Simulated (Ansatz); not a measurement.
# BeMgH₂ (triplet): B3LYP, wB97M-V, B2PLYP over a scan of the scale of all distances, 6-31G

Aim: run BeMgH₂ (triplet) with these functionals over a scan of the scale of all distances, and hold them against the top wave-function level at the same points.

Computed with Ansatz 0.2.0, Gaussian basis. Level: 6-31G, all electrons in the functionals, frozen cores in the correlation of double hybrids and RPA.

Plan: B3LYP, wB97M-V, B2PLYP, at 0.891; 1.000; 1.130; 1.301; 1.526; 1.763; 2.021; 2.381.

12 further runs of the same task are left out: 10 that didn't finish, 2 set aside as unsound or not needed.

### 1 The system

The geometry derives from a PBE0/def2-TZVP stationary point (not a proven minimum). All distances are scaled together.

4 atoms, charge 0, spin multiplicity 3.

Atoms are counted from 1 here; the program's logs count them from 0.

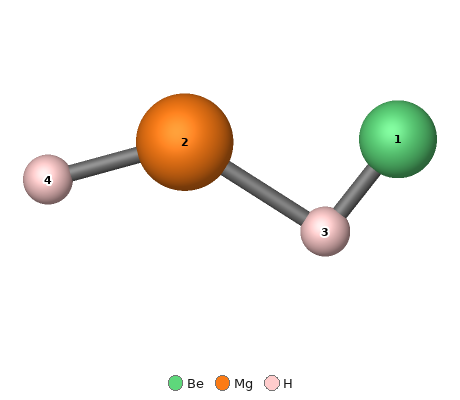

The geometry (beryllium green, magnesium orange, hydrogen pink); atoms are numbered from 1 in the order of the file.

Coordinates:

```xyz
4

Be    0.0000   -0.0640    1.9142
Mg    0.0000   -0.0368   -0.6569
H     0.0000    1.0491    1.0318
H     0.0000    0.4099   -2.3070
```

No dispersion term is added; wB97M-V holds VV10 nonlocal correlation. B3LYP takes the VWN-RPA correlation.

The geometry shown and the zero of energy belong to the point 1.000. The yardstick, FCI, and other wave-function levels (R restricted, U unrestricted, valence and pair active spaces) come from earlier runs.

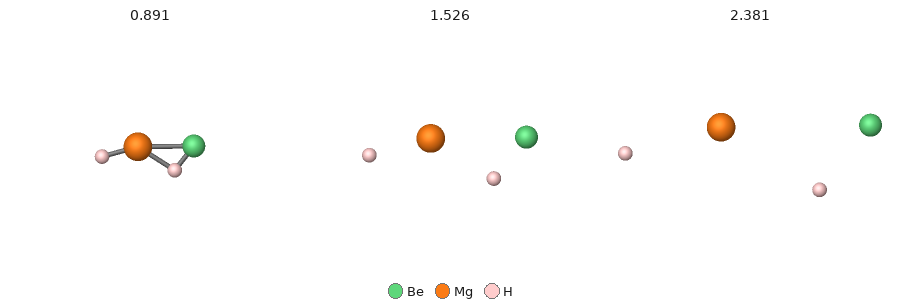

Three points of the scan; sticks are drawn by distance.

### 2 B3LYP, 0.891

Contents of in.yaml:

```yaml
crystal:
  periodic: [false, false, false]
  atoms:
    - {symbol: Be, position_ang: [0.000000, -0.057036, 1.705544]}
    - {symbol: Mg, position_ang: [0.000000, -0.032759, -0.585285]}
    - {symbol: H, position_ang: [0.000000, 0.934723, 0.919290]}
    - {symbol: H, position_ang: [0.000000, 0.365190, -2.055579]}
basis:
  gaussian: {orbitals: 6-31G}
magnetization: {spin_polarized: true, initial_magnetization: 2}
hamiltonian: {xc: {name: B3LYP}}
```

Command:

```
$ ansatz run in.yaml --threads 1 --pin off --events-out ev --progress --plain --max-ram 2393MiB
```

The log of the run, cut to the lines that bear on the results:

```text
Functional definition: B3LYP
  name "B3LYP"
  cite "Stephens, Devlin, Chabalowski & Frisch, J. Phys. Chem. 98, 11623 (1994) doi:10.1021/j100096a001"
  cite "Becke, Phys. Rev. A 38, 3098 (1988) doi:10.1103/PhysRevA.38.3098"
  cite "Lee, Yang & Parr, Phys. Rev. B 37, 785 (1988) doi:10.1103/PhysRevB.37.785"
  cite "Vosko, Wilk & Nusair, Can. J. Phys. 58, 1200 (1980) doi:10.1139/p80-159"
[...]
321 factors; integrals over basis functions are off by at most 2.1e-4 eV
[...]
mean field -5874.29737797 eV, -215.8764468986 hartree, gradient 5.8e-6 eV, S^2 2.000659; 4 other end points of the search recorded, 0 dependent functions left out
reference -5874.29761442 eV, -215.8764555879 hartree; 10, 8 occupied and 16, 18 virtual orbitals, 321 factors
Total energy: -5874.29761442 eV, -215.8764555879 hartree
```

Run time: 2.5 s. Hardware: 1 thread of Arm Neoverse V1, shared host.

From the report: ⟨S²⟩ of the determinant 2.001 (pure triplet: 2.00).

### 3 B3LYP, 1.000

Contents of in.yaml:

```yaml
crystal:
  periodic: [false, false, false]
  atoms:
    - {symbol: Be, position_ang: [0.000000, -0.064014, 1.914191]}
    - {symbol: Mg, position_ang: [0.000000, -0.036767, -0.656886]}
    - {symbol: H, position_ang: [0.000000, 1.049072, 1.031751]}
    - {symbol: H, position_ang: [0.000000, 0.409865, -2.307047]}
basis:
  gaussian: {orbitals: 6-31G}
magnetization: {spin_polarized: true, initial_magnetization: 2}
hamiltonian: {xc: {name: B3LYP}}
```

Same command.

The log of the run, cut to the lines that bear on the results:

```text
Functional definition: B3LYP
  name "B3LYP"
  cite "Stephens, Devlin, Chabalowski & Frisch, J. Phys. Chem. 98, 11623 (1994) doi:10.1021/j100096a001"
  cite "Becke, Phys. Rev. A 38, 3098 (1988) doi:10.1103/PhysRevA.38.3098"
  cite "Lee, Yang & Parr, Phys. Rev. B 37, 785 (1988) doi:10.1103/PhysRevB.37.785"
  cite "Vosko, Wilk & Nusair, Can. J. Phys. 58, 1200 (1980) doi:10.1139/p80-159"
[...]
321 factors; integrals over basis functions are off by at most 2.2e-4 eV
[...]
mean field -5874.93537448 eV, -215.8998928380 hartree, gradient 1.9e-5 eV, S^2 2.001391; 1 other end points of the search recorded, 0 dependent functions left out
reference -5874.93561207 eV, -215.8999015691 hartree; 10, 8 occupied and 16, 18 virtual orbitals, 321 factors
Total energy: -5874.93561207 eV, -215.8999015691 hartree
```

It took 1.4 s on 1 thread of Arm Neoverse V1, shared host.

From the report: ⟨S²⟩ of the determinant 2.001 (pure triplet: 2.00).

### 4 B3LYP, 1.130

Contents of in.yaml:

```yaml
crystal:
  periodic: [false, false, false]
  atoms:
    - {symbol: Be, position_ang: [0.000000, -0.072336, 2.163036]}
    - {symbol: Mg, position_ang: [0.000000, -0.041546, -0.742281]}
    - {symbol: H, position_ang: [0.000000, 1.185452, 1.165879]}
    - {symbol: H, position_ang: [0.000000, 0.463148, -2.606963]}
basis:
  gaussian: {orbitals: 6-31G}
magnetization: {spin_polarized: true, initial_magnetization: 2}
hamiltonian: {xc: {name: B3LYP}}
```

Same command.

The log of the run, cut to the lines that bear on the results:

```text
Functional definition: B3LYP
  name "B3LYP"
  cite "Stephens, Devlin, Chabalowski & Frisch, J. Phys. Chem. 98, 11623 (1994) doi:10.1021/j100096a001"
  cite "Becke, Phys. Rev. A 38, 3098 (1988) doi:10.1103/PhysRevA.38.3098"
  cite "Lee, Yang & Parr, Phys. Rev. B 37, 785 (1988) doi:10.1103/PhysRevB.37.785"
  cite "Vosko, Wilk & Nusair, Can. J. Phys. 58, 1200 (1980) doi:10.1139/p80-159"
[...]
321 factors; integrals over basis functions are off by at most 2.4e-4 eV
[...]
mean field -5874.61159141 eV, -215.8879940295 hartree, gradient 4.1e-5 eV, S^2 2.004555; 2 other end points of the search recorded, 0 dependent functions left out
reference -5874.61183176 eV, -215.8880028622 hartree; 10, 8 occupied and 16, 18 virtual orbitals, 321 factors
Total energy: -5874.61183176 eV, -215.8880028622 hartree
```

Wall time 0.96 s (1 thread of Arm Neoverse V1, shared host).

From the report: ⟨S²⟩ of the determinant 2.005 (pure triplet: 2.00).

From 1.000: +7.5 kcal/mol.

### 5 B3LYP, 1.301

Contents of in.yaml:

```yaml
crystal:
  periodic: [false, false, false]
  atoms:
    - {symbol: Be, position_ang: [0.000000, -0.083282, 2.490362]}
    - {symbol: Mg, position_ang: [0.000000, -0.047834, -0.854609]}
    - {symbol: H, position_ang: [0.000000, 1.364843, 1.342308]}
    - {symbol: H, position_ang: [0.000000, 0.533235, -3.001468]}
basis:
  gaussian: {orbitals: 6-31G}
magnetization: {spin_polarized: true, initial_magnetization: 2}
hamiltonian: {xc: {name: B3LYP}}
```

The command is unchanged.

The log of the run, cut to the lines that bear on the results:

```text
Functional definition: B3LYP
  name "B3LYP"
  cite "Stephens, Devlin, Chabalowski & Frisch, J. Phys. Chem. 98, 11623 (1994) doi:10.1021/j100096a001"
  cite "Becke, Phys. Rev. A 38, 3098 (1988) doi:10.1103/PhysRevA.38.3098"
  cite "Lee, Yang & Parr, Phys. Rev. B 37, 785 (1988) doi:10.1103/PhysRevB.37.785"
  cite "Vosko, Wilk & Nusair, Can. J. Phys. 58, 1200 (1980) doi:10.1139/p80-159"
[...]
321 factors; integrals over basis functions are off by at most 2.6e-4 eV
[...]
mean field -5873.55010801 eV, -215.8489852342 hartree, gradient 7.2e-5 eV, S^2 2.022158; 0 other end points of the search recorded, 0 dependent functions left out
reference -5873.55035078 eV, -215.8489941556 hartree; 10, 8 occupied and 16, 18 virtual orbitals, 321 factors
Total energy: -5873.55035078 eV, -215.8489941556 hartree
```

It took 0.9 s on 1 thread of Arm Neoverse V1, shared host.

From the report: ⟨S²⟩ of the determinant 2.022 (pure triplet: 2.00).

From 1.000: +31.9 kcal/mol.

### 6 B3LYP, 1.526

Contents of in.yaml:

```yaml
crystal:
  periodic: [false, false, false]
  atoms:
    - {symbol: Be, position_ang: [0.000000, -0.097685, 2.921055]}
    - {symbol: Mg, position_ang: [0.000000, -0.056106, -1.002408]}
    - {symbol: H, position_ang: [0.000000, 1.600884, 1.574452]}
    - {symbol: H, position_ang: [0.000000, 0.625454, -3.520554]}
basis:
  gaussian: {orbitals: 6-31G}
magnetization: {spin_polarized: true, initial_magnetization: 2}
hamiltonian: {xc: {name: B3LYP}}
```

Launched as before.

The log of the run, cut to the lines that bear on the results:

```text
Functional definition: B3LYP
  name "B3LYP"
  cite "Stephens, Devlin, Chabalowski & Frisch, J. Phys. Chem. 98, 11623 (1994) doi:10.1021/j100096a001"
  cite "Becke, Phys. Rev. A 38, 3098 (1988) doi:10.1103/PhysRevA.38.3098"
  cite "Lee, Yang & Parr, Phys. Rev. B 37, 785 (1988) doi:10.1103/PhysRevB.37.785"
  cite "Vosko, Wilk & Nusair, Can. J. Phys. 58, 1200 (1980) doi:10.1139/p80-159"
[...]
321 factors; integrals over basis functions are off by at most 2.6e-4 eV
[...]
mean field -5872.21778549 eV, -215.8000232848 hartree, gradient 3.4e-5 eV, S^2 2.076398; 0 other end points of the search recorded, 0 dependent functions left out
reference -5872.21803818 eV, -215.8000325707 hartree; 10, 8 occupied and 16, 18 virtual orbitals, 321 factors
Total energy: -5872.21803818 eV, -215.8000325707 hartree
```

Wall time 0.93 s (1 thread of Arm Neoverse V1, shared host).

From the report: ⟨S²⟩ of the determinant 2.076 (pure triplet: 2.00).

From 1.000: +62.7 kcal/mol.

### 7 B3LYP, 1.763

Contents of in.yaml:

```yaml
crystal:
  periodic: [false, false, false]
  atoms:
    - {symbol: Be, position_ang: [0.000000, -0.112856, 3.374719]}
    - {symbol: Mg, position_ang: [0.000000, -0.064820, -1.158090]}
    - {symbol: H, position_ang: [0.000000, 1.849514, 1.818977]}
    - {symbol: H, position_ang: [0.000000, 0.722592, -4.067324]}
basis:
  gaussian: {orbitals: 6-31G}
magnetization: {spin_polarized: true, initial_magnetization: 2}
hamiltonian: {xc: {name: B3LYP}}
```

Same command.

The log of the run, cut to the lines that bear on the results:

```text
Functional definition: B3LYP
  name "B3LYP"
  cite "Stephens, Devlin, Chabalowski & Frisch, J. Phys. Chem. 98, 11623 (1994) doi:10.1021/j100096a001"
  cite "Becke, Phys. Rev. A 38, 3098 (1988) doi:10.1103/PhysRevA.38.3098"
  cite "Lee, Yang & Parr, Phys. Rev. B 37, 785 (1988) doi:10.1103/PhysRevB.37.785"
  cite "Vosko, Wilk & Nusair, Can. J. Phys. 58, 1200 (1980) doi:10.1139/p80-159"
[...]
321 factors; integrals over basis functions are off by at most 2.8e-4 eV
[...]
mean field -5871.39665226 eV, -215.7698471949 hartree, gradient 8.2e-5 eV, S^2 2.092323; 0 other end points of the search recorded, 0 dependent functions left out
reference -5871.39691135 eV, -215.7698567164 hartree; 10, 8 occupied and 16, 18 virtual orbitals, 321 factors
Total energy: -5871.39691135 eV, -215.7698567164 hartree
```

Run time: 1.1 s. Hardware: 1 thread of Arm Neoverse V1, shared host.

From the report: ⟨S²⟩ of the determinant 2.092 (pure triplet: 2.00).

From 1.000: +81.6 kcal/mol.

### 8 B3LYP, 2.021

Contents of in.yaml:

```yaml
crystal:
  periodic: [false, false, false]
  atoms:
    - {symbol: Be, position_ang: [0.000000, -0.129372, 3.868580]}
    - {symbol: Mg, position_ang: [0.000000, -0.074306, -1.327567]}
    - {symbol: H, position_ang: [0.000000, 2.120175, 2.085169]}
    - {symbol: H, position_ang: [0.000000, 0.828338, -4.662542]}
basis:
  gaussian: {orbitals: 6-31G}
magnetization: {spin_polarized: true, initial_magnetization: 2}
hamiltonian: {xc: {name: B3LYP}}
```

The command is unchanged.

The log of the run, cut to the lines that bear on the results:

```text
Functional definition: B3LYP
  name "B3LYP"
  cite "Stephens, Devlin, Chabalowski & Frisch, J. Phys. Chem. 98, 11623 (1994) doi:10.1021/j100096a001"
  cite "Becke, Phys. Rev. A 38, 3098 (1988) doi:10.1103/PhysRevA.38.3098"
  cite "Lee, Yang & Parr, Phys. Rev. B 37, 785 (1988) doi:10.1103/PhysRevB.37.785"
  cite "Vosko, Wilk & Nusair, Can. J. Phys. 58, 1200 (1980) doi:10.1139/p80-159"
[...]
323 factors; integrals over basis functions are off by at most 2.7e-4 eV
[...]
mean field -5870.99707158 eV, -215.7551628757 hartree, gradient 3.1e-5 eV, S^2 2.053260; 3 other end points of the search recorded, 0 dependent functions left out
reference -5870.99735079 eV, -215.7551731365 hartree; 10, 8 occupied and 16, 18 virtual orbitals, 323 factors
Total energy: -5870.99735079 eV, -215.7551731365 hartree
```

Run time: 1.3 s. Hardware: 1 thread of Arm Neoverse V1, shared host.

From the report: ⟨S²⟩ of the determinant 2.053 (pure triplet: 2.00).

From 1.000: +90.8 kcal/mol.

### 9 B3LYP, 2.381

Contents of in.yaml:

```yaml
crystal:
  periodic: [false, false, false]
  atoms:
    - {symbol: Be, position_ang: [0.000000, -0.152417, 4.557689]}
    - {symbol: Mg, position_ang: [0.000000, -0.087542, -1.564046]}
    - {symbol: H, position_ang: [0.000000, 2.497841, 2.456599]}
    - {symbol: H, position_ang: [0.000000, 0.975889, -5.493079]}
basis:
  gaussian: {orbitals: 6-31G}
magnetization: {spin_polarized: true, initial_magnetization: 2}
hamiltonian: {xc: {name: B3LYP}}
```

Launched as before.

The log of the run, cut to the lines that bear on the results:

```text
Functional definition: B3LYP
  name "B3LYP"
  cite "Stephens, Devlin, Chabalowski & Frisch, J. Phys. Chem. 98, 11623 (1994) doi:10.1021/j100096a001"
  cite "Becke, Phys. Rev. A 38, 3098 (1988) doi:10.1103/PhysRevA.38.3098"
  cite "Lee, Yang & Parr, Phys. Rev. B 37, 785 (1988) doi:10.1103/PhysRevB.37.785"
  cite "Vosko, Wilk & Nusair, Can. J. Phys. 58, 1200 (1980) doi:10.1139/p80-159"
[...]
323 factors; integrals over basis functions are off by at most 3.1e-4 eV
[...]
mean field -5870.82361694 eV, -215.7487885353 hartree, gradient 3.4e-5 eV, S^2 2.010125; 4 other end points of the search recorded, 0 dependent functions left out
reference -5870.82391967 eV, -215.7487996604 hartree; 10, 8 occupied and 16, 18 virtual orbitals, 323 factors
Total energy: -5870.82391967 eV, -215.7487996604 hartree
```

It took 1.3 s on 1 thread of Arm Neoverse V1, shared host.

From the report: ⟨S²⟩ of the determinant 2.010 (pure triplet: 2.00).

From 1.000: +94.8 kcal/mol.

### 10 wB97M-V, 0.891

Contents of in.yaml:

```yaml
crystal:
  periodic: [false, false, false]
  atoms:
    - {symbol: Be, position_ang: [0.000000, -0.057036, 1.705544]}
    - {symbol: Mg, position_ang: [0.000000, -0.032759, -0.585285]}
    - {symbol: H, position_ang: [0.000000, 0.934723, 0.919290]}
    - {symbol: H, position_ang: [0.000000, 0.365190, -2.055579]}
basis:
  gaussian: {orbitals: 6-31G}
magnetization: {spin_polarized: true, initial_magnetization: 2}
hamiltonian: {xc: {name: wB97M-V}}
output: {forces: true, orbitals: {seedname: orbitals}}
```

The command is unchanged.

The log of the run:

```text
Functional definition: wB97M-V
  name "wB97M-V"
  cite "Mardirossian & Head-Gordon, J. Chem. Phys. 144, 214110 (2016) doi:10.1063/1.4952647"
  cite "Becke, J. Chem. Phys. 107, 8554 (1997) doi:10.1063/1.475007"
  cite "Vydrov & Van Voorhis, J. Chem. Phys. 133, 244103 (2010) doi:10.1063/1.3521275"
  # Of w^i u^j: cxij and so on, Table III.
  parameter omega = 0.3/bohr
  parameter cx = 0.15
  parameter cx01 = 1.007
  parameter cx10 = 0.259
  parameter css00 = 0.443
  parameter css04 = -1.437
  parameter css10 = -4.535
  parameter css20 = -3.390
  parameter css43 = 4.278
  parameter cos00 = 1.000
  parameter cos10 = 1.358
  parameter cos20 = 2.924
  parameter cos21 = -8.812
  parameter cos60 = -1.390
  parameter cos61 = 9.142
  parameter b = 6.0
  parameter c = 0.01
  gx(w, u) = 1 - cx + cx01*u + cx10*w
  gss(w, u) = css00 + css04*u^4 + css10*w + css20*w^2 + css43*w^4*u^3
  gos(w, u) = cos00 + cos10*w + (cos20 + cos21*u)*w^2 + (cos60 + cos61*u)*w^6
  exchange = spin_sum(e_x_unif_sr(omega)*gx(b97_w, b97_u_x)) + cx*exact_x_sr(omega) + exact_x_lr(omega)
  correlation = spin_sum(e_c_pw_mod_same_spin*gss(b97_w, b97_u_same))
      + integral(e_c_pw_mod_opposite_spin*gos(b97_w_opposite, b97_u_opposite)) + vv10(b, c)
321 factors; integrals over basis functions are off by at most 2.1e-4 eV
136 factors; integrals over basis functions are off by at most 3.3e-5 eV
mean field evaluation 1: about -5870.8442 eV, gradient 7.7e0 eV
mean field evaluation 2: about -5871.8475 eV, gradient 2.7e0 eV
mean field evaluation 4: about -5872.0915 eV, gradient 3.7e-1 eV
mean field evaluation 8: about -5872.2519 eV, gradient 4.3e-2 eV
mean field evaluation 16: about -5872.2520 eV, gradient 1.9e-4 eV
mean field -5872.25201922 eV, -215.8012813509 hartree, gradient 2.8e-5 eV, S^2 2.000926; 1 other end points of the search recorded, 0 dependent functions left out
the calculation of the forces begins
reference -5872.25206780 eV, -215.8012831362 hartree; 10, 8 occupied and 16, 18 virtual orbitals, 321 factors
Total energy: -5872.25206780 eV, -215.8012831362 hartree
Atom 0 at     0.000000    -0.057036     1.705544 Å, force    -0.000000    -1.529635     2.622512 eV/Å
Atom 1 at     0.000000    -0.032759    -0.585285 Å, force     0.000000    -0.950777     0.466858 eV/Å
Atom 2 at     0.000000     0.934723     0.919290 Å, force     0.000000     1.841577    -0.666381 eV/Å
Atom 3 at     0.000000     0.365190    -2.055579 Å, force    -0.000000     0.638835    -2.422989 eV/Å
Dipole moment:     0.000000    -0.064253    -0.070950 e Å
```

Wall time 10 s (1 thread of Arm Neoverse V1, shared host).

From the report: ⟨S²⟩ of the determinant 2.001 (pure triplet: 2.00).

### 11 wB97M-V, 1.000

Contents of in.yaml:

```yaml
crystal:
  periodic: [false, false, false]
  atoms:
    - {symbol: Be, position_ang: [0.000000, -0.064014, 1.914191]}
    - {symbol: Mg, position_ang: [0.000000, -0.036767, -0.656886]}
    - {symbol: H, position_ang: [0.000000, 1.049072, 1.031751]}
    - {symbol: H, position_ang: [0.000000, 0.409865, -2.307047]}
basis:
  gaussian: {orbitals: 6-31G}
magnetization: {spin_polarized: true, initial_magnetization: 2}
hamiltonian: {xc: {name: wB97M-V}}
output: {forces: true, orbitals: {seedname: orbitals}}
```

Launched as before.

The log of the run:

```text
Functional definition: wB97M-V
  name "wB97M-V"
  cite "Mardirossian & Head-Gordon, J. Chem. Phys. 144, 214110 (2016) doi:10.1063/1.4952647"
  cite "Becke, J. Chem. Phys. 107, 8554 (1997) doi:10.1063/1.475007"
  cite "Vydrov & Van Voorhis, J. Chem. Phys. 133, 244103 (2010) doi:10.1063/1.3521275"
  # Of w^i u^j: cxij and so on, Table III.
  parameter omega = 0.3/bohr
  parameter cx = 0.15
  parameter cx01 = 1.007
  parameter cx10 = 0.259
  parameter css00 = 0.443
  parameter css04 = -1.437
  parameter css10 = -4.535
  parameter css20 = -3.390
  parameter css43 = 4.278
  parameter cos00 = 1.000
  parameter cos10 = 1.358
  parameter cos20 = 2.924
  parameter cos21 = -8.812
  parameter cos60 = -1.390
  parameter cos61 = 9.142
  parameter b = 6.0
  parameter c = 0.01
  gx(w, u) = 1 - cx + cx01*u + cx10*w
  gss(w, u) = css00 + css04*u^4 + css10*w + css20*w^2 + css43*w^4*u^3
  gos(w, u) = cos00 + cos10*w + (cos20 + cos21*u)*w^2 + (cos60 + cos61*u)*w^6
  exchange = spin_sum(e_x_unif_sr(omega)*gx(b97_w, b97_u_x)) + cx*exact_x_sr(omega) + exact_x_lr(omega)
  correlation = spin_sum(e_c_pw_mod_same_spin*gss(b97_w, b97_u_same))
      + integral(e_c_pw_mod_opposite_spin*gos(b97_w_opposite, b97_u_opposite)) + vv10(b, c)
321 factors; integrals over basis functions are off by at most 2.2e-4 eV
136 factors; integrals over basis functions are off by at most 4.2e-5 eV
mean field evaluation 1: about -5871.4164 eV, gradient 7.5e0 eV
mean field evaluation 2: about -5872.4454 eV, gradient 2.8e0 eV
mean field evaluation 4: about -5872.7199 eV, gradient 4.5e-1 eV
mean field evaluation 8: about -5872.8694 eV, gradient 5.1e-2 eV
mean field evaluation 16: about -5872.8696 eV, gradient 2.0e-4 eV
mean field -5872.86955350 eV, -215.8239753172 hartree, gradient 5.3e-5 eV, S^2 2.001640; 1 other end points of the search recorded, 0 dependent functions left out
the calculation of the forces begins
reference -5872.86960221 eV, -215.8239771073 hartree; 10, 8 occupied and 16, 18 virtual orbitals, 321 factors
Total energy: -5872.86960221 eV, -215.8239771073 hartree
Atom 0 at     0.000000    -0.064014     1.914191 Å, force    -0.000000     0.057587     0.157088 eV/Å
Atom 1 at     0.000000    -0.036767    -0.656886 Å, force     0.000000    -0.080067    -0.127343 eV/Å
Atom 2 at     0.000000     1.049072     1.031751 Å, force    -0.000000    -0.021995     0.086211 eV/Å
Atom 3 at     0.000000     0.409865    -2.307047 Å, force    -0.000000     0.044475    -0.115956 eV/Å
Dipole moment:    -0.000000    -0.082685     0.088820 e Å
```

Run time: 8.5 s. Hardware: 1 thread of Arm Neoverse V1, shared host.

From the report: ⟨S²⟩ of the determinant 2.002 (pure triplet: 2.00).

(Part 1 of 3 ends here.)
